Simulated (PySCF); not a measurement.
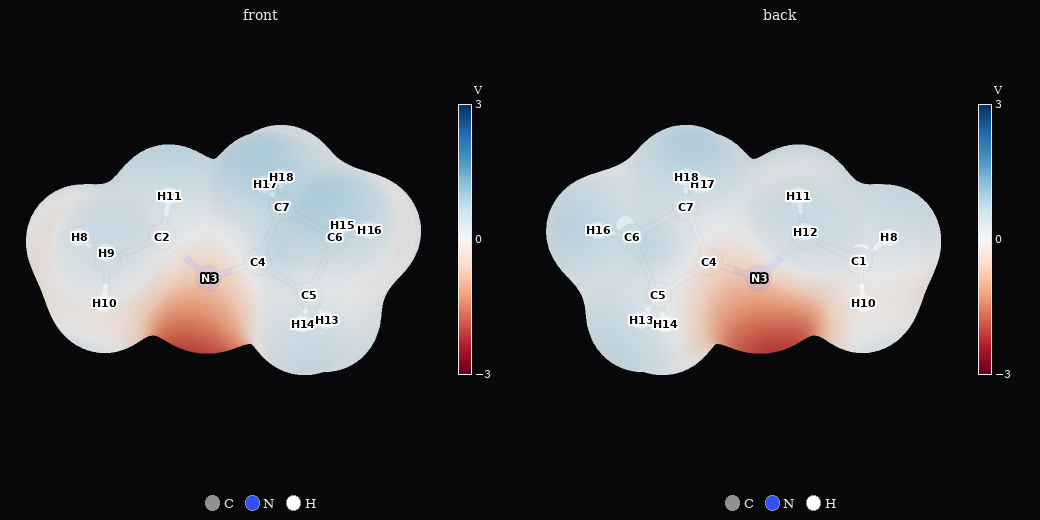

Figure 1: C$_{6}$H$_{11}$N (SMILES CCN=C1CCC1). The electrostatic potential painted on the density surface at 0.002 e/bohr³, seen from the front and from behind; the colour scale runs from red (negative) to blue (positive).

Geometry: GFN2-xTB, MD frame at 250 fs, 400 K.

The calculation used PBE0/pcSseg-1, SCF density, gas phase, non-relativistic in PySCF.

```yaml
atoms:
  - { symbol: C, position_ang: [2.8009, -1.1375, 0.3580] }
  - { symbol: C, position_ang: [1.2841, -0.9886, 0.7639] }
  - { symbol: N, position_ang: [0.4049, -1.2179, -0.4564] }
  - { symbol: C, position_ang: [-0.6932, -0.5802, -0.5793] }
  - { symbol: C, position_ang: [-1.6221, -0.4723, -1.7806] }
  - { symbol: C, position_ang: [-2.2665, 0.7167, -0.9789] }
  - { symbol: C, position_ang: [-1.2957, 0.5230, 0.2134] }
  - { symbol: H, position_ang: [3.1809, -1.4301, 1.3250] }
  - { symbol: H, position_ang: [3.1838, -0.2169, 0.0199] }
  - { symbol: H, position_ang: [2.9459, -1.8928, -0.3540] }
  - { symbol: H, position_ang: [1.1848, 0.0067, 1.2642] }
  - { symbol: H, position_ang: [0.8850, -1.8008, 1.4183] }
  - { symbol: H, position_ang: [-2.2240, -1.3447, -1.9958] }
  - { symbol: H, position_ang: [-1.1196, -0.2901, -2.6863] }
  - { symbol: H, position_ang: [-2.0831, 1.7616, -1.3229] }
  - { symbol: H, position_ang: [-3.3076, 0.4550, -0.7356] }
  - { symbol: H, position_ang: [-0.6960, 1.3833, 0.3672] }
  - { symbol: H, position_ang: [-1.6842, 0.2299, 1.2472] }
```

> Describe the electrostatic potential map.

The most negative region (about −2.0 V) lies over N3, the most positive (about +0.8 V) over H15 and H17. N3 is the likeliest acceptor of a hydrogen bond.

> How polar is the molecule by this calculation?

Its dipole moment is 1.82 D.
